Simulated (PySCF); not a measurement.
The calculation's input:

```
{"job": {"kind": "nmr", "xc": "PBE0", "basis": "pcSseg-1"}, "charge": 0, "multiplicity": 1}
C      2.106018    -0.916836     0.012415
C      0.785254    -0.815451    -0.039516
N      0.033255     0.356054     0.032803
Si     0.901823     1.882084     0.207107
B     -1.379080     0.295872    -0.034482
C     -2.191484    -1.056221    -0.193475
H      2.579343    -1.880555    -0.053665
H      2.758905    -0.068920     0.120113
H      0.195481    -1.714411    -0.148144
H      1.775211     2.042284    -0.959447
H     -0.087809     2.950307     0.254698
H      1.663872     1.830495     1.458428
H     -1.954416     1.315761     0.033810
H     -3.264189    -0.881403    -0.228828
H     -1.923430    -1.587982    -1.106459
H     -2.006353    -1.742134     0.633233
```

Launched as:

```sh
OMP_NUM_THREADS=1 python probes_run.py task.json out
```

Geometry: GFN2-xTB.

Theory: PBE0/pcSseg-1, SCF density, gas phase, non-relativistic in PySCF 2.14.0.

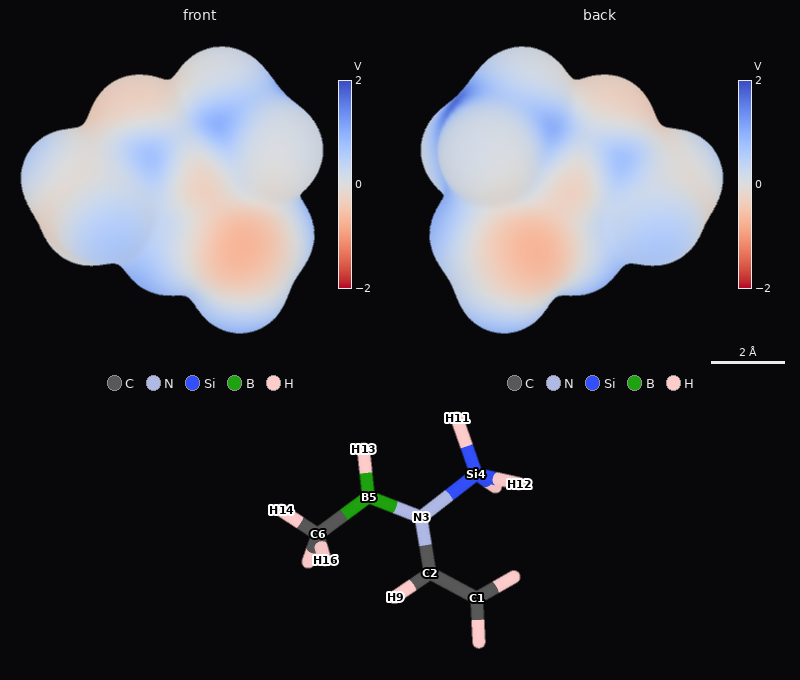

C$_{3}$H$_{10}$BNSi. The electrostatic potential painted on the density surface at 0.002 e/bohr³, seen from the front and from behind; the colour scale runs from red (negative) to blue (positive). The bare structure is drawn below in the same view.

Which sites attract a positive test charge, and which a negative one?

Answer. A positive charge is drawn to the negative regions and a negative charge to the positive ones. The most negative region (about −0.7 V) lies over the π face of C1 and C2, the most positive (about +1.5 V) over Si4.
